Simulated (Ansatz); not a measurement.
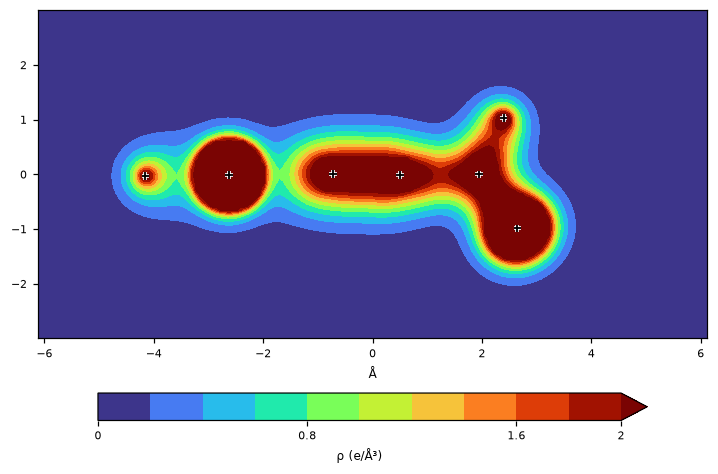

The total electron density on a plane through atoms (crosses mark nuclei in the plane).

All numbers below come from Ansatz 0.2.0, isolated molecule in a Gaussian basis; Kohn-Sham density functional theory, functional PBE0.

Candidates:
A. CH$_{2}$FSi (doublet)
B. C$_{3}$H$_{2}$OZn
C. AlBGaH$_{3}$

Which system is this?

Candidate B: C$_{3}$H$_{2}$OZn on the molecular plane, which holds C, O, Zn and H. C–O (1.21 Å): ρ at the midpoint is about 3.4 e/Å³. C–C (1.23 Å): ρ at the midpoint is about 2.8 e/Å³.
